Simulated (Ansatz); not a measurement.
AsH$_{5}$OSi···H$_{2}$S

Input

```
crystal:
  periodic: [false, false, false]
  atoms:
    - {symbol: Si, position_ang: [-0.295796, 0.048565, -1.159292]}
    - {symbol: S, position_ang: [1.924170, -1.482212, 1.469229]}
    - {symbol: H, position_ang: [-0.374655, -1.437434, -1.154017]}
    - {symbol: H, position_ang: [1.111155, 0.490872, -1.026421]}
    - {symbol: O, position_ang: [-0.791481, 0.673731, -2.606223]}
    - {symbol: H, position_ang: [1.376941, -1.691539, 2.676214]}
    - {symbol: As, position_ang: [-1.716104, 0.824737, 0.569855]}
    - {symbol: H, position_ang: [2.287597, -0.231333, 1.789199]}
    - {symbol: H, position_ang: [-1.692611, 0.495930, -2.878990]}
    - {symbol: H, position_ang: [-0.854355, 0.160438, 1.632255]}
    - {symbol: H, position_ang: [-0.974961, 2.148146, 0.688290]}
basis:
  gaussian: {orbitals: def2-TZVPP}
hamiltonian: {xc: pbe0, dispersion: d4}
output: {orbitals: {seedname: orbitals}}
```

Command:

```sh
ansatz run in.yaml --threads 8 --pin off --events-out ev --progress --plain --max-ram 19148MiB
```

The product side of a reaction path; geometry: PBE0-D4/def2-TZVP.

Level of theory: Ansatz 0.2.0, RKS PBE0-D4/def2-TZVPP.

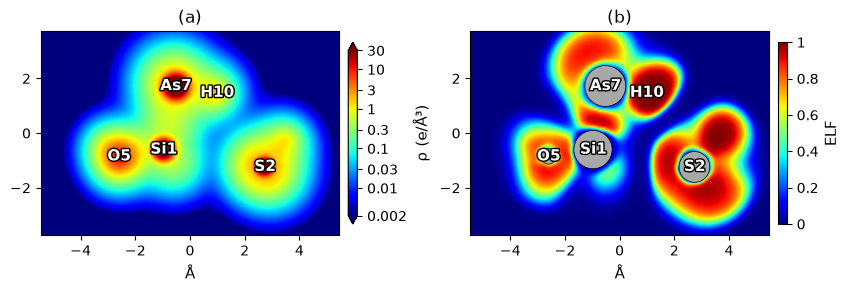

Figure 1. (a) total electron density; (b) electron localisation function on the plane of atoms Si1, As7 and H10. Grey discs cover the atomic cores in the ELF map.

Question: Read the bonding off the picture.

Answer: The plane passes through Si, S, O, As and H nuclei.
Si1···S2 (3.77 Å): the density falls to about 0.04 e/Å³ on the way; the ELF dips to about 0 between them; a weak contact between the two molecules.
Si–O (1.65 Å): ρ is about 1.2 e/Å³ halfway; the ELF peaks at about 0.90 between the atoms, as expected for a polar covalent bond.
Si–As (2.37 Å): ρ is about 0.65 e/Å³ halfway; the ELF peaks at about 0.95 between the atoms; a covalent bond.
As–H (1.52 Å): the density is about 1.1 e/Å³ at the midpoint; the ELF climbs to about 1 towards the hydrogen, as it does in any bond to H.
The ELF also peaks beside S2, O5 and As7, away from the bonds: lone-pair regions.

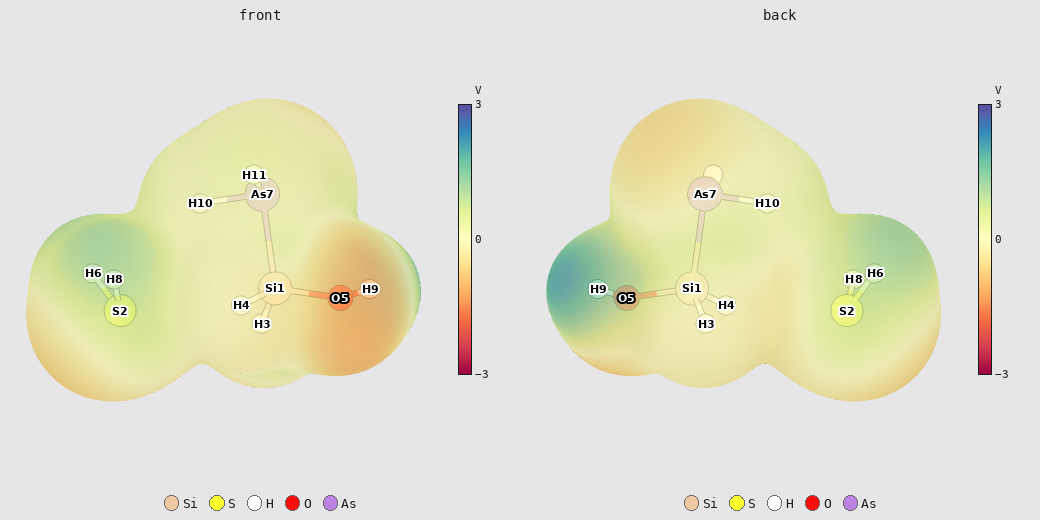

Figure 2. The electrostatic potential painted on the density surface at 0.001 e/bohr³, seen from the front and from behind; the colour scale runs from red (negative) to blue (positive).

Question: Which sites attract a positive test charge, and which a negative one?

Answer: A positive charge is drawn to the negative regions and a negative charge to the positive ones. The most negative region (about −1.1 V) lies over O5, the most positive (about +2.0 V) over H9. O5 is the likeliest acceptor of a hydrogen bond.

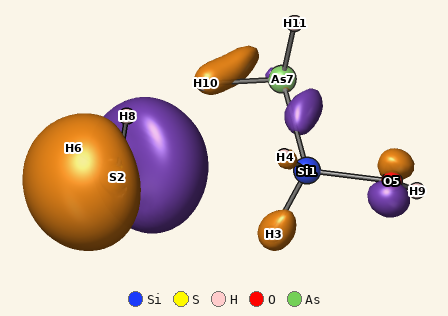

Figure 3. The HOMO−1 at ±0.1 Å⁻³ᐟ² (orange and purple are the two phases), seen at a tilt.

Question: Describe this orbital and give its energy.

Answer: By Hirshfeld shares it lies mainly on S2 (about 80 %); largely a lone pair of S2. Its energy is −7.62 eV.
